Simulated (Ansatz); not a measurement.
Geometry relaxation of TaN₄H₁₀SF (part 3 of 3)

Continued. System: TaN₄H₁₀SF. Method: RKS PBE/def2-SVP (Ansatz 0.2.0). The input holds or restrains some coordinates. It belongs to a series of runs on one base structure; here: pulled along the bonds that form and break, towards end A.

Geometry of the input (Å):
```
Ta 0.0000  0.0000  0.0000
N  2.5100  0.0000  0.0000
H  3.0400  -0.5118  0.7620
H  3.0400  0.5118  -0.7620
F  0.0000  0.0000  1.9300
N  0.0000  0.0000  -2.1600
H  -0.6116  -0.6845  -2.6900
H  0.6116  0.6845  -2.6900
N  -1.0800  1.8706  0.0000
H  -1.6414  2.1584  0.8518
H  -1.0486  2.5007  -0.8518
N  -1.0800  -1.8706  0.0000
H  -1.8056  -2.0636  0.7482
H  -0.8844  -2.5955  -0.7482
S  0.8829  -2.2490  1.4151
H  0.0982  -3.3559  1.0702
H  2.1891  -1.1728  0.7379
```

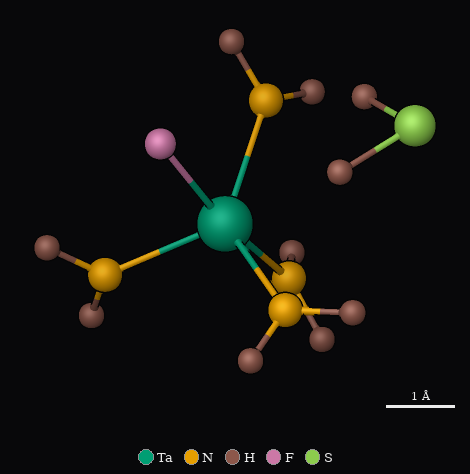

*The geometry at step 17 of the log (ball-and-stick view, seen at a tilt).*

## Trajectory as extended XYZ, continued
```
17
Properties=species:S:1:pos:R:3:forces:R:3 step=12 energy=-21208.56722
Ta    0.0027   -0.0378    0.0434    1.1473   0.5274  -0.1278
N     2.1094    0.1350   -0.0240   -1.2491  -0.1491   0.2022
H     2.6164    0.6660    0.6979   -0.0661  -0.1203  -0.0769
H     2.7119   -0.0445   -0.8304    0.0296   0.0257  -0.0240
F     0.1905    0.2801    1.9563   -0.0384  -0.0668  -0.2606
N     0.2262   -0.0748   -1.9723    0.3044   0.1011  -0.0884
H    -0.4455   -0.4607   -2.6464   -0.0064  -0.0554   0.0383
H     1.0097    0.3436   -2.5016   -0.2714  -0.0725   0.1583
N    -1.1078    1.6118    0.0327   -0.0071   0.0632   0.2616
H    -1.2469    2.1782    0.8843    0.0336  -0.1582  -0.2217
H    -1.4219    2.1088   -0.8035    0.0021   0.0329  -0.0094
N    -1.2308   -1.6207   -0.1215   -0.3269  -0.2656  -0.0068
H    -2.1830   -1.6177    0.2965    0.4573  -0.0604  -0.2310
H    -1.0899   -2.4794   -0.6841   -0.1203   0.3521   0.2888
S     1.5994   -3.0871    1.4452   -0.1036   0.3080  -0.3426
H     0.3354   -2.7337    0.9887    0.4345  -0.1500   0.2313
H     2.1441   -1.9449    0.8519   -0.2196  -0.3120   0.2086
17
Properties=species:S:1:pos:R:3:forces:R:3 step=13 energy=-21208.59101
Ta    0.0123   -0.0348    0.0162    1.0676   0.3450  -0.1374
N     2.1196    0.1415   -0.0359   -1.1928  -0.0987   0.2529
H     2.6279    0.6143    0.7265   -0.0915  -0.1026  -0.1492
H     2.7293    0.0028   -0.8469   -0.0214  -0.0043   0.0389
F     0.1776    0.2462    1.9308    0.0213  -0.0167  -0.0887
N     0.2356   -0.0836   -1.9953    0.1710   0.2861  -0.2762
H    -0.4070   -0.5465   -2.6543    0.1019   0.0729   0.0951
H     0.9468    0.4416   -2.5387   -0.2836  -0.2976   0.2039
N    -1.1004    1.6119    0.0352    0.0081   0.0405   0.0603
H    -1.2459    2.1518    0.8987    0.0334  -0.0623  -0.1092
H    -1.3979    2.1383   -0.7900   -0.0166   0.0037   0.0153
N    -1.2243   -1.6177   -0.1264   -0.0586  -0.1784  -0.0168
H    -2.1658   -1.6188    0.2972    0.1783  -0.0058  -0.1386
H    -1.0739   -2.4948   -0.6484   -0.0588   0.1946   0.1822
S     1.5838   -3.0964    1.4076   -0.0872   0.1595  -0.1808
H     0.2976   -2.7085    1.0693    0.3920  -0.1163   0.1512
H     2.1049   -1.9252    0.8676   -0.1631  -0.2197   0.0970
17
Properties=species:S:1:pos:R:3:forces:R:3 step=14 energy=-21208.60668
Ta    0.0118   -0.0259    0.0100    1.0369   0.4167  -0.2574
N     2.1185    0.1709   -0.0233   -1.1946  -0.1824   0.1939
H     2.6247    0.6097    0.7607   -0.1108  -0.0957  -0.1698
H     2.7427    0.0259   -0.8226   -0.0301   0.0087   0.0507
F     0.1749    0.2438    1.9218    0.0555  -0.0020   0.0624
N     0.2128   -0.0558   -2.0019    0.3974   0.0744  -0.3679
H    -0.4109   -0.5570   -2.6537    0.1495   0.1283   0.1353
H     0.9708    0.3998   -2.5485   -0.4353  -0.2002   0.2289
N    -1.0973    1.6210    0.0303   -0.0364  -0.0422  -0.0637
H    -1.2407    2.1558    0.8921    0.0000   0.0350   0.0512
H    -1.4047    2.1470   -0.7920    0.0179  -0.0160   0.0208
N    -1.2051   -1.6235   -0.1108   -0.0085  -0.0430   0.0014
H    -2.1629   -1.6094    0.2607   -0.0127   0.0053  -0.0330
H    -1.0254   -2.5284   -0.5639   -0.0085   0.0836   0.0633
S     1.5798   -3.1286    1.3078   -0.2052   0.1332  -0.1226
H     0.2721   -2.6931    1.1469    0.4645  -0.1624   0.1250
H     2.0593   -1.9298    0.7998   -0.0794  -0.1416   0.0815
17
Properties=species:S:1:pos:R:3:forces:R:3 step=15 energy=-21208.62486
Ta    0.0069   -0.0290    0.0083    1.1330   0.3152  -0.3040
N     2.1130    0.1765   -0.0149   -1.2068  -0.2360   0.1544
H     2.6127    0.6149    0.7704   -0.0691  -0.0711  -0.0884
H     2.7462    0.0164   -0.8036   -0.0392   0.0167   0.0203
F     0.1965    0.2464    1.9183    0.0229   0.0274   0.0666
N     0.2312   -0.0597   -2.0016    0.2433   0.1692  -0.2771
H    -0.3933   -0.5484   -2.6585    0.0942   0.0372   0.0966
H     0.9603    0.4336   -2.5490   -0.2932  -0.1879   0.2079
N    -1.1079    1.6127    0.0219   -0.0387  -0.0602  -0.0709
H    -1.2387    2.1569    0.8790   -0.0133   0.0577   0.0823
H    -1.4125    2.1358   -0.8028    0.0146  -0.0022   0.0104
N    -1.2088   -1.6270   -0.0937   -0.1671   0.0001   0.0209
H    -2.1950   -1.5799    0.2044    0.1545  -0.0183  -0.0732
H    -1.0100   -2.5546   -0.4908   -0.0058   0.1009   0.0789
S     1.5831   -3.1701    1.2099   -0.4378   0.3398  -0.0803
H     0.2801   -2.6640    1.2452    0.6799  -0.3029   0.0694
H     2.0563   -1.9383    0.7707   -0.0714  -0.1856   0.0860
17
Properties=species:S:1:pos:R:3:forces:R:3 step=16 energy=-21208.64747
Ta   -0.0003   -0.0248    0.0038    1.0320   0.3074  -0.3204
N     2.1062    0.1760   -0.0126   -1.2097  -0.2789   0.1536
H     2.6077    0.5815    0.7859   -0.0194   0.0019  -0.0229
H     2.7370    0.0376   -0.8066   -0.0218  -0.0043   0.0146
F     0.2001    0.2682    1.9132    0.0460  -0.0207   0.0446
N     0.2391   -0.0492   -2.0042    0.0940   0.0240  -0.0967
H    -0.3492   -0.5775   -2.6610    0.0190   0.0245   0.0696
H     0.9681    0.4368   -2.5444   -0.0887  -0.0268   0.0708
N    -1.1252    1.6105    0.0191   -0.0227  -0.0355  -0.0225
H    -1.2527    2.1568    0.8772   -0.0005   0.0254   0.0278
H    -1.4188    2.1389   -0.8057   -0.0001   0.0071  -0.0099
N    -1.2239   -1.6142   -0.0899   -0.1626  -0.0382   0.0310
H    -2.2224   -1.5514    0.1645    0.1988  -0.0224  -0.0856
H    -1.0051   -2.5639   -0.4232   -0.0164   0.1606   0.0989
S     1.5794   -3.2066    1.0882   -0.5401   0.5387   0.0695
H     0.3128   -2.6573    1.3436    0.8033  -0.3942  -0.0580
H     2.0673   -1.9392    0.7651   -0.1112  -0.2686   0.0356
17
Properties=species:S:1:pos:R:3:forces:R:3 step=17 energy=-21208.67782
Ta   -0.0016   -0.0245   -0.0113    0.9988   0.2014  -0.2171
N     2.1069    0.1725    0.0055   -1.1906  -0.2935   0.0905
H     2.5941    0.6022    0.8002   -0.0209  -0.0405  -0.0152
H     2.7466    0.0275   -0.7798   -0.0132   0.0187  -0.0070
F     0.2061    0.2571    1.9003    0.0129   0.0241   0.0816
N     0.2488   -0.0438   -2.0157   -0.0285   0.0762  -0.0874
H    -0.3437   -0.5642   -2.6744    0.0353  -0.0056   0.0585
H     0.9445    0.4851   -2.5554    0.0133  -0.0207   0.0232
N    -1.1314    1.6080    0.0059   -0.0017  -0.0185  -0.0060
H    -1.2516    2.1579    0.8637   -0.0066   0.0071   0.0028
H    -1.4212    2.1385   -0.8192   -0.0014   0.0104  -0.0018
N    -1.2296   -1.6066   -0.0900   -0.0339  -0.0837  -0.0281
H    -2.2378   -1.5304    0.1025    0.0928  -0.0093  -0.0444
H    -0.9881   -2.5774   -0.3405   -0.0120   0.2143   0.0943
S     1.5571   -3.2356    1.0003   -0.6519   0.4784   0.2869
H     0.3674   -2.6771    1.5069    0.9059  -0.4201  -0.2587
H     2.0537   -1.9671    0.7142   -0.0980  -0.1387   0.0278
17
Properties=species:S:1:pos:R:3:forces:R:3 step=18 energy=-21208.73839
Ta   -0.0078   -0.0314   -0.0463    0.9555   0.4107  -0.0508
N     2.1029    0.1443   -0.0008   -1.1984  -0.3394   0.0884
H     2.5749    0.4988    0.8384    0.0172   0.0171  -0.0535
H     2.7535    0.0449   -0.7837    0.0192  -0.0020   0.0055
F     0.2191    0.2624    1.8709   -0.0086  -0.0406  -0.0683
N     0.2325    0.0092   -2.0520    0.0107   0.0092   0.0374
H    -0.3504   -0.5222   -2.7090    0.0362  -0.0105   0.0118
H     0.9230    0.5493   -2.5862   -0.0090   0.0077   0.0073
N    -1.1432    1.5985   -0.0049    0.0191  -0.0313   0.0041
H    -1.2475    2.1339    0.8645   -0.0186   0.0146  -0.0106
H    -1.4353    2.1463   -0.8179    0.0097   0.0070   0.0029
N    -1.2407   -1.5988   -0.1078   -0.0008  -0.0887  -0.0382
H    -2.2602   -1.5263    0.0019    0.0709  -0.0126  -0.0100
H    -0.9566   -2.5800   -0.2361   -0.0285   0.1072   0.0320
S     1.5257   -3.2440    0.9977   -0.1780   0.2072   0.1471
H     0.4716   -2.6689    1.6774    0.4126  -0.1853  -0.0952
H     2.0585   -1.9937    0.7070   -0.1094  -0.0704  -0.0098
17
Properties=species:S:1:pos:R:3:forces:R:3 step=19 energy=-21208.76527
Ta   -0.0213   -0.0135   -0.0756    1.0723   0.0404  -0.0063
N     2.0937    0.1099   -0.0175   -1.2113  -0.2901   0.0853
H     2.5731    0.4627    0.8181    0.0189   0.0057  -0.0436
H     2.7412   -0.0071   -0.8008    0.0037   0.0367   0.0003
F     0.2104    0.2329    1.8473    0.0032   0.0196  -0.0166
N     0.2220    0.0553   -2.0792   -0.0193   0.0328   0.0078
H    -0.3431   -0.4890   -2.7411    0.0463  -0.0083   0.0008
H     0.8999    0.6181   -2.6062   -0.0125   0.0020  -0.0005
N    -1.1546    1.6160    0.0046   -0.0085   0.0226   0.0018
H    -1.2371    2.1382    0.8852   -0.0449   0.0053  -0.0425
H    -1.4583    2.1784   -0.7946    0.0115   0.0085   0.0211
N    -1.2011   -1.6191   -0.1385   -0.0899   0.0745  -0.1025
H    -2.2247   -1.5786   -0.0569    0.0467  -0.0098  -0.0008
H    -0.8752   -2.5935   -0.2182    0.0044   0.1483   0.0403
S     1.4362   -3.2437    1.0190   -0.0646   0.2169   0.2713
H     0.5354   -2.6228    1.8613    0.3865  -0.2116  -0.1955
H     2.0237   -2.0220    0.7063   -0.1423  -0.0934  -0.0205
17
Properties=species:S:1:pos:R:3:forces:R:3 step=20 energy=-21208.79569
Ta   -0.0245   -0.0247   -0.0828    0.9619   0.3887  -0.0411
N     2.0921    0.0888   -0.0132   -1.1271  -0.3051   0.0334
H     2.5666    0.4662    0.8148    0.0130  -0.0285  -0.0344
H     2.7329    0.0166   -0.8087   -0.0154   0.0261   0.0364
F     0.2050    0.2260    1.8405   -0.0219  -0.0218  -0.0167
N     0.2249    0.0738   -2.0842    0.0001  -0.0224  -0.0210
H    -0.3034   -0.5012   -2.7516    0.0306   0.0518   0.0245
H     0.8900    0.6594   -2.6030   -0.0079  -0.0170   0.0049
N    -1.1543    1.6117   -0.0049    0.0367  -0.0249   0.0237
H    -1.2683    2.1172    0.8824   -0.0090  -0.0008  -0.0580
H    -1.4394    2.1872   -0.8017    0.0028  -0.0140   0.0176
N    -1.2311   -1.5979   -0.1826   -0.0236  -0.1820   0.0218
H    -2.2525   -1.5564   -0.0829    0.0401  -0.0008  -0.0298
H    -0.8968   -2.5748   -0.1858   -0.0385   0.1689   0.0101
S     1.4084   -3.2667    1.0139   -0.0811   0.2474   0.3400
H     0.6684   -2.6437    2.0023    0.3466  -0.2222  -0.3106
H     2.0021   -2.0593    0.6607   -0.1075  -0.0434  -0.0008
17
Properties=species:S:1:pos:R:3:forces:R:3 step=21 energy=-21208.81033
Ta   -0.0410   -0.0187   -0.0829    1.0020   0.1842  -0.0110
N     2.0782    0.0735   -0.0081   -1.0916  -0.2822   0.0623
H     2.5604    0.4151    0.8315   -0.0092   0.0047  -0.0520
H     2.7161    0.0332   -0.8086   -0.0218   0.0031   0.0466
F     0.1767    0.2213    1.8419    0.0165  -0.0082  -0.0120
N     0.2307    0.0802   -2.0811   -0.0266   0.0038  -0.0506
H    -0.3188   -0.4628   -2.7582    0.0605   0.0202   0.0291
H     0.9143    0.6523   -2.5910   -0.0219  -0.0046   0.0019
N    -1.1617    1.6209   -0.0173    0.0017   0.0227   0.0145
H    -1.2751    2.1381    0.8626   -0.0251  -0.0003  -0.0278
H    -1.4443    2.1876   -0.8206    0.0095   0.0056   0.0052
N    -1.2500   -1.5910   -0.1874   -0.0904  -0.0302  -0.0264
H    -2.2752   -1.5496   -0.1351    0.0573   0.0044  -0.0014
H    -0.9149   -2.5650   -0.1677    0.0016   0.0885   0.0187
S     1.3801   -3.2699    0.9950    0.0406   0.2646   0.4226
H     0.8308   -2.6578    2.1073    0.2343  -0.2289  -0.3956
H     2.0140   -2.0853    0.6330   -0.1373  -0.0474  -0.0241
17
Properties=species:S:1:pos:R:3:forces:R:3 step=22 energy=-21208.81315
Ta   -0.0548   -0.0211   -0.0657    0.9967   0.3223  -0.0576
N     2.0653    0.0613    0.0222   -1.1002  -0.3058   0.0257
H     2.5399    0.3862    0.8708    0.0254  -0.0010   0.0275
H     2.7102    0.0486   -0.7727   -0.0339   0.0054   0.0051
F     0.1568    0.2426    1.8549   -0.0037  -0.0503   0.0024
N     0.2551    0.0698   -2.0582   -0.0881   0.0506  -0.0474
H    -0.2246   -0.5373   -2.7318   -0.0297   0.0343  -0.0147
H     0.8956    0.6885   -2.5695    0.0422  -0.0530   0.0254
N    -1.1674    1.6268   -0.0319    0.0068   0.0004  -0.0439
H    -1.3414    2.1372    0.8416    0.0419   0.0059  -0.0122
H    -1.4010    2.2002   -0.8465   -0.0318  -0.0161   0.0064
N    -1.2825   -1.5784   -0.1769    0.0597  -0.0184   0.0154
H    -2.3059   -1.5199   -0.1487   -0.0172  -0.0052  -0.0093
H    -0.9580   -2.5517   -0.1005   -0.0011   0.0077   0.0123
S     1.3644   -3.2835    0.9781    0.1778   0.0296  -0.0098
H     0.9966   -2.5974    2.0997    0.0603  -0.0257  -0.0776
H     1.9720   -2.1495    0.4483   -0.1048   0.0194   0.1524
```

## Key numbers

| quantity | value |
| --- | --- |
| outcome | converged under the restraints of the input |
| total energy | −21208.8132 eV |
| mean-field energy | −21208.8132 eV |
| largest force (length of the vector) at the end, held atoms and coordinates included | 1.142 eV/Å |
| hardware | 4 threads of Arm Neoverse V2, 24 GiB of memory available, shared host |
| wall time | 68 s (CPU time 4.3 min) |
| peak memory | 0.27 GiB |
